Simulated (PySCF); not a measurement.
# InSiH4SOF (SMILES [OH][In]([F])[S][SiH3]) at 6 levels

Aim: a comparison of 6 runs (HF/STO-3G, HF/3-21G, HF/def2-SVP, PBE0/def2-SVP, PBE0/def2-SVPD, MP2/def2-SVPD) of InSiH4SOF. Input form: a Python script.

The calculation is run with PySCF 2.14.0.

1 further run of the same task is left out (set aside as unsound or not needed).

## 1. The structure to begin with

InSiH4SOF: 9 atoms, total charge 0, spin state singlet. As SMILES, `[OH][In]([F])[S][SiH3]`. Geometry: a GFN2-xTB relaxation, a rough one for these elements and not checked as a minimum. This is one conformer, not always the lowest.

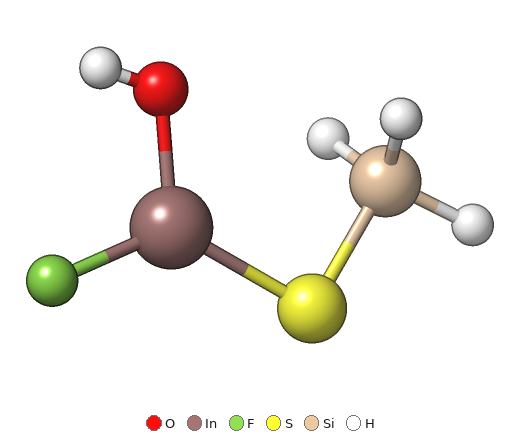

The structure, seen from a chosen angle (oxygen red, indium brown, fluorine green, sulfur yellow, silicon light orange, hydrogen white).

## 2. Energy and forces at HF/STO-3G (run 1)

Contents of input.py:

```python
from pyscf import gto, scf

system = gto.M(
    atom=[
    ('O', (1.456220, 0.886360, 1.115750)),
    ('In', (1.322480, -0.874180, 0.279990)),
    ('F', (2.943240, -1.936700, 0.719040)),
    ('S', (-0.593290, -1.484190, -1.024810)),
    ('Si', (-1.682740, 0.376080, -0.696760)),
    ('H', (2.277350, 0.977050, 1.598670)),
    ('H', (-1.926480, 0.512970, 0.737240)),
    ('H', (-2.893280, 0.075660, -1.453060)),
    ('H', (-0.903510, 1.466940, -1.276060)),
],
    verbose=4,
    charge=0,
    basis='sto-3g',
    spin=0,
    max_memory=1860,
)

mf = scf.RHF(system)
mf.conv_tol = 1e-10
mf.kernel()
if not mf.converged:
    mf = mf.newton().run(mf.mo_coeff, mf.mo_occ)

energy = mf.e_tot
print('E(%s) = %.9f' % ('HF', energy))
grad = mf.nuc_grad_method().kernel()
mf.analyze()
```

Command:

```
$ OMP_NUM_THREADS=1 python input.py
```

The log of the run:

```text
PySCF version 2.14.0

[... 79 lines left out ...]
Total Energy =                       -6535.934323070372557
[... 9 lines left out ...]
MO #3   energy= -138.025165354164  occ= 2
[... 7 lines left out ...]
MO #11  energy= -24.7188725332886  occ= 2
[... 7 lines left out ...]
MO #19  energy= -8.56449048391604  occ= 2
[... 7 lines left out ...]
MO #27  energy= -3.99868013101054  occ= 2
[... 7 lines left out ...]
MO #35  energy= -0.578972732973637 occ= 2
[... 7 lines left out ...]
MO #43  energy= -0.395702976748145 occ= 2
[... 7 lines left out ...]
MO #51  energy= 0.238551521594766  occ= 0
[... 7 lines left out ...]
MO #59  energy= 0.76127686992366   occ= 0
[... 71 lines left out ...]
Dipole moment(X, Y, Z, Debye): -0.58495,  0.67411, -0.00808
```

Wall time 12 s (1 thread of Intel Xeon at 2.70GHz, shared host); peak memory 0.13 GiB.

## 3. Energy and forces at HF/3-21G (run 2)

Contents of input.xyz:

```xyz
9

O      1.456220     0.886360     1.115750
In     1.322480    -0.874180     0.279990
F      2.943240    -1.936700     0.719040
S     -0.593290    -1.484190    -1.024810
Si    -1.682740     0.376080    -0.696760
H      2.277350     0.977050     1.598670
H     -1.926480     0.512970     0.737240
H     -2.893280     0.075660    -1.453060
H     -0.903510     1.466940    -1.276060
```

Contents of run.py:

```python
# [OH][In]([F])[S][SiH3]
import pyscf.grad
from pyscf import gto, scf

system = gto.Mole()
system.atom = 'input.xyz'
system.max_memory = 1860
system.basis = '3-21g'
system.verbose = 4
system.build()

mf = scf.RHF(system)
mf.conv_tol = 1e-10
mf.kernel()
if not mf.converged:
    mf = mf.newton().run(mf.mo_coeff, mf.mo_occ)

etot = mf.e_tot
print(f'total energy: {etot:.8f} hartree')
grad = mf.Gradients().kernel()
mf.analyze()
```

Command:

```
$ OMP_NUM_THREADS=1 python run.py
```

The log of the run:

```text
PySCF version 2.14.0

[... 79 lines left out ...]
Total Energy =                       -6573.466696286574916
[... 12 lines left out ...]
MO #6   energy= -91.3090207520365  occ= 2
[... 10 lines left out ...]
MO #17  energy= -17.5501065544791  occ= 2
[... 10 lines left out ...]
MO #28  energy= -3.53047729380715  occ= 2
[... 10 lines left out ...]
MO #39  energy= -0.739397010477789 occ= 2
[... 10 lines left out ...]
MO #50  energy= -0.38614007564991  occ= 2
[... 10 lines left out ...]
MO #61  energy= 0.357334177003703  occ= 0
[... 10 lines left out ...]
MO #72  energy= 1.31635859998449   occ= 0
[... 10 lines left out ...]
MO #83  energy= 3.68048090987843   occ= 0
[... 95 lines left out ...]
Dipole moment(X, Y, Z, Debye): -0.65710,  2.40806,  0.75261
```

Wall time 14 s (1 thread of Intel Xeon at 2.70GHz, shared host); peak memory 0.16 GiB.

Runs 3 to 4 aren't shown in full; the table further down has their settings and results.

## 4. Energy and gradient at PBE0/def2-SVPD (core potential) (run 5)

input.xyz is that of step 3.

Contents of job.py:

```python
from pyscf import gto, dft

mol = gto.Mole()
mol.atom = 'input.xyz'
mol.max_memory = 1860
mol.ecp = {'In': 'def2-svp'}
mol.verbose = 4
mol.basis = 'def2-svpd'
mol.charge = 0
mol.build()

calc0 = dft.RKS(mol)
calc0.xc = 'pbe0'
calc0.grids.level = 5
calc0.conv_tol = 1e-10
calc0.kernel()
if not calc0.converged:
    calc0 = calc0.newton().run(calc0.mo_coeff, calc0.mo_occ)

e_final = calc0.e_tot
print('E = %.10f Eh' % e_final)
grad = calc0.nuc_grad_method().kernel()
calc0.analyze()
```

Command:

```
$ OMP_NUM_THREADS=1 python job.py
```

The log of the run:

```text
PySCF version 2.14.0

[... 107 lines left out ...]
MO #1   energy= -89.0321270870882  occ= 2
[... 19 lines left out ...]
MO #21  energy= -0.829006708625676 occ= 2
[... 19 lines left out ...]
MO #41  energy= 0.0132607278385677 occ= 0
[... 19 lines left out ...]
MO #61  energy= 0.207131603878292  occ= 0
[... 19 lines left out ...]
MO #81  energy= 0.35767859145039   occ= 0
[... 19 lines left out ...]
MO #101 energy= 0.660524069597311  occ= 0
[... 19 lines left out ...]
MO #121 energy= 1.05720845223239   occ= 0
[... 19 lines left out ...]
MO #141 energy= 1.92562500977591   occ= 0
[... 19 lines left out ...]
MO #161 energy= 61.151693424469    occ= 0
[... 173 lines left out ...]
Dipole moment(X, Y, Z, Debye): -1.88257,  1.49306, -0.35126
```

Run time: 2.7 min. Hardware: 1 thread of Intel Xeon at 2.70GHz, shared host; peak memory 2 GiB.

## 5. Energy and gradient at MP2/def2-SVPD (core potential) (run 6)

Contents of calc.py:

```python
# [OH][In]([F])[S][SiH3]
from pyscf import gto, mp

molecule = gto.M(
    atom='''
O      2.751857     1.674978     2.108462
In     2.499125    -1.651961     0.529104
F      5.561918    -3.659833     1.358789
S     -1.121156    -2.804713    -1.936610
Si    -3.179918     0.710688    -1.316686
H      4.303568     1.846357     3.021048
H     -3.640520     0.969373     1.393182
H     -5.467507     0.142977    -2.745885
H     -1.707386     2.772115    -2.411404
''',
    spin=0,
    ecp={'In': 'def2-svp'},
    max_memory=1860,
    unit='bohr',
    verbose=4,
    charge=0,
    basis='def2-svpd',
)

mf = molecule.RHF()
mf.conv_tol = 1e-10
mf.kernel()
if not mf.converged:
    mf = mf.newton().run(mf.mo_coeff, mf.mo_occ)

pt = mp.MP2(mf, frozen=16).run()
e_final = pt.e_tot
print('E = %.10f Eh' % e_final)
grad = pt.nuc_grad_method().kernel()
mf.analyze()
```

Command:

```
$ OMP_NUM_THREADS=1 python calc.py
```

The log of the run:

```text
PySCF version 2.14.0

[... 96 lines left out ...]
MO #1   energy= -91.9353278408025  occ= 2
[... 19 lines left out ...]
MO #21  energy= -1.0859956060947   occ= 2
[... 19 lines left out ...]
MO #41  energy= 0.0868216834342939 occ= 0
[... 19 lines left out ...]
MO #61  energy= 0.286413472474021  occ= 0
[... 19 lines left out ...]
MO #81  energy= 0.460283815676564  occ= 0
[... 19 lines left out ...]
MO #101 energy= 0.822094971410186  occ= 0
[... 19 lines left out ...]
MO #121 energy= 1.29568940070027   occ= 0
[... 19 lines left out ...]
MO #141 energy= 2.19329800399986   occ= 0
[... 19 lines left out ...]
MO #161 energy= 61.6605999617657   occ= 0
[... 173 lines left out ...]
Dipole moment(X, Y, Z, Debye): -1.84937,  1.48594, -0.34017
```

Run time: 2.5 min. Hardware: 1 thread of Intel Xeon at 2.70GHz, shared host; peak memory 1.9 GiB.

## 6. All runs side by side

```csv
run,level,core potential,integration grid,energy (Eh),dipole moment (D) of the reference,HOMO energy (eV),LUMO energy (eV),wall time
1,HF/STO-3G,–,–,-6535.934323,0.89,-6.66,6.49,12 s
2,HF/3-21G,–,–,-6573.466696,2.61,-10.51,1.11,14 s
3,HF/def2-SVP (core potential),def2-svp,–,-1052.027967,2.28,-10.60,1.17,30 s
4,PBE0/def2-SVP (core potential),def2-svp,5,-1054.573747,2.17,-7.79,-2.22,1.7 min
5,PBE0/def2-SVPD (core potential),def2-svp,5,-1054.608492,2.43,-7.98,-2.54,2.7 min
6,MP2/def2-SVPD (core potential),def2-svp,–,-1052.802467,2.40,-10.67,0.41,2.5 min
```

## 7. What came out

| quantity | value |
| --- | --- |
| run 6: total energy | -1052.80247 Eh |
| run 6: dipole moment (Hartree–Fock density) | 2.40 D |
| run 6: HOMO energy (Hartree–Fock orbitals) | -10.67 eV |
| run 6: LUMO energy (Hartree–Fock orbitals) | 0.41 eV |
| run 6: HOMO–LUMO gap (Hartree–Fock orbitals) | 11.08 eV |
| run 6: correlation energy (16 core orbitals frozen) | -742.4 mEh |
| run 6: largest force on an atom | 1.350 eV/Å |

Over runs 1, 2, 3, 4, 5 the dipole moment (its size) runs from 0.89 D (HF/STO-3G) to 2.61 D (HF/3-21G). Over runs 1, 2, 3, 4, 5 the HOMO–LUMO gap runs from 5.44 eV (PBE0/def2-SVPD) to 13.15 eV (HF/STO-3G). The two ends differ in method and basis and core potential. Some runs of one species differ in core potentials or relativity; totals across that change don't compare. In run 1 the basis is minimal, so the values are rough. In runs 1, 2 relativity is left out where basis or elements ask for it. All runs together took 7.9 min, the longest 2.7 min.
